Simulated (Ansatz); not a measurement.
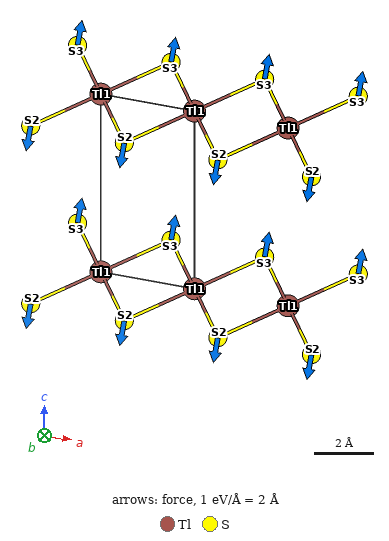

Starting geometry of crystalline TlS2 (a generated structure, set up in R-3m) with the computed forces as blue arrows. A ball-and-stick model of the cell of the calculation, repeated 2 × 1 × 1 with one cell outlined, seen along the b axis.

The start is a swapped structure.

The calculation used DFT, PAW plane waves, r2SCAN (Ansatz). Settings: plane-wave cutoff 500 eV; k-point mesh 8 × 8 × 8; occupations fermi dirac; smearing width 0.1 eV; no spin polarisation; cell and atoms relaxed; force threshold 0.03 eV/Å; at most 60 steps.

Is this structure relaxed? If not, where do the atoms go?

It isn't relaxed: the largest force vector, on S atoms, is 0.45 eV/Å. The atoms end up moving mostly along the starting forces (cosine between the two patterns 1.00). Over 4 accepted moves (5 points after the start) the energy falls by 0.147 eV per cell of the calculation. The largest force component goes from 0.45 to 0.0019 eV/Å. Pressure: 1.94 GPa at the start and −0.02 GPa at the end. The SCF was repeated once at an unchanged geometry on a basis and grid sized afresh for the cell, which shifted the energy by 0.3 meV per cell of the calculation at most. The largest moves relative to the cell, 0.17 Å, are those of S2 and S3. S2 goes along [−1 −2 −3]. Tl stays in place. The volume changes by −6.2 %, with a = b 3.768 → 3.874 Å (+2.8 %), c 6.384 → 5.775 Å (−9.5 %), α 107.2° → 109.6°. Some distances before and after: Tl1–S2 2.643 → 2.693 Å. The space group stays R-3m (No. 166).
